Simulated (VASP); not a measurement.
Band structure of RuTe (relaxed from the zinc blende structure, space group F-43m). Calculation: r2SCAN meta-GGA, VASP's PBE PAW potentials (set 64) (plane waves; VASP).

Unless said otherwise, spin-orbit coupling is left out, though it shifts the bands of the heavy elements here.

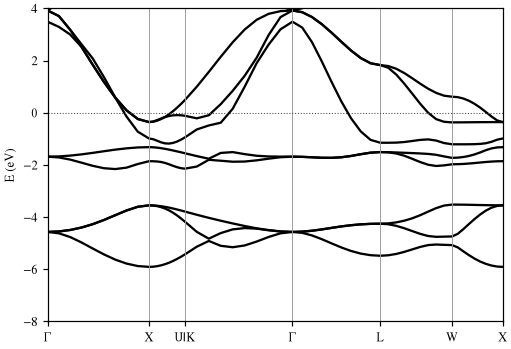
Fig. 1. Bands along high-symmetry lines, zero at the valence-band maximum or, without a gap, the Fermi level

Question: Read the plot: is there a gap, and where are the band edges?

Answer: It has no gap at this level: it comes out as a metal or semimetal.

The structure was generated: RuTe was put into the zinc blende type (F-43m), which need not be its known phase. It was relaxed first, which changed the volume by -29 %.
